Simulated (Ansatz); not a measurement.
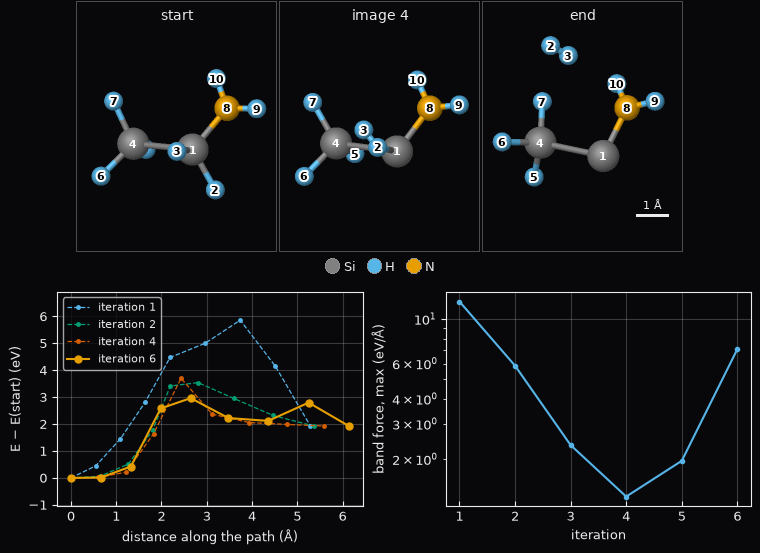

NEB run on Si₂NH₇. Images are numbered from 0 (start) to 8 (end). The plot follows the band through its iterations. The picture is a ball-and-stick view, seen at a tilt.

Theory: Ansatz 0.2.0, RHF/def2-SVP. Settings: 7 movable images; climbing image; force threshold 0.05 eV/Å; iteration limit 6; starting path through a guess of the saddle point.

Question: Did the band converge, and can the barrier be trusted?

Answer: The result isn't final. The band hadn't converged when the run stopped after 6 iterations. The largest component of the band force went from 12 to 7.1 eV/Å. The barrier read from it is provisional: over the last two iterations the highest image moved from 3.70 eV to 2.96 eV. The iteration limit was low. The first iteration put the highest image at 5.86 eV. The energy climbs by 2.96 eV to image 4 and then falls by 1.04 eV, so the end point sits at +1.93 eV. The profile has 2 maxima (images 4, 7) with a dip at image 6 (+2.12 eV), which on an unconverged band is provisional.

Limits of the set-up: Hartree-Fock leaves out electron correlation.
